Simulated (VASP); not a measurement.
Band structure of MgI₂ (1T layered). Computed with PBE GGA with D3 dispersion (zero damping), VASP's PBE PAW potentials (set 64) (plane waves; VASP 6.6.1).

Unless said otherwise, spin-orbit coupling is left out, though it shifts the bands of the heavy elements here.

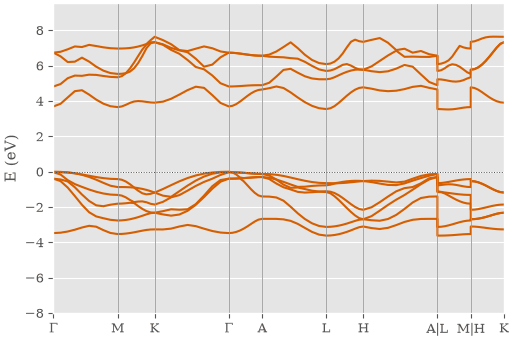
*Bands along high-symmetry lines, zero at the valence-band maximum or, without a gap, the Fermi level*

**Question.** Read the plot: is there a gap, and where are the band edges?

**Answer.** The gap is indirect, 3.52 eV, from the valence maximum at Γ to the conduction minimum at L-M at 0.33. (Edges off the drawn lines would not show.)

The compound is MgI2 in the 1T layered structure. It was relaxed first.
